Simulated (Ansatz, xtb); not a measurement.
Pulling on the O3–H4 bond in BH3O2 (SMILES OBO) (multiplicity 1 held, fragments rigid). Energies count from the point at 0.965 Å.
Geometry at that point (charge 0, multiplicity 1):
```xyz
6

B     -0.325    -0.272    -0.234
H     -1.110    -0.987    -0.779
O     -0.275     1.032    -0.605
H      0.386     1.537    -0.115
O      0.517    -0.723     0.745
H      0.413    -1.657     0.945
```

R- and RO- levels are restricted; in cc, def2 and unpolarised 6-31G sets they are followed outwards from rest. Active spaces are followed from a long bond inwards. Curves can end on different states.

Cores are frozen in the correlated methods.

Programs: Ansatz (Gaussian basis) for Hartree–Fock, density functionals and correlated methods; xtb for the GFN methods.  The GFN methods have no spin term and hold the electronic entropy of 300 K.

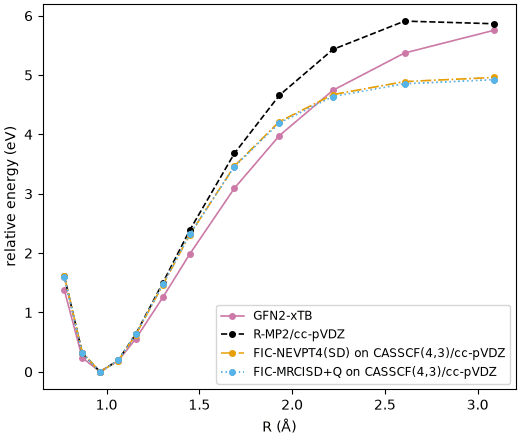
Figure. Relative energy along the coordinate

Problem. Read off the GFN2-xTB curve at R = 1.689.

Solution. about 3.1 eV

Doubts at one or more of the structures used: a restricted determinant that unrestricted orbitals would lower (R-MP2/cc-pVDZ); active orbitals that take no part (FIC-NEVPT4(SD) on CASSCF(4,3)/cc-pVDZ, FIC-MRCISD+Q on CASSCF(4,3)/cc-pVDZ).

Ansatz is a first-principles code.
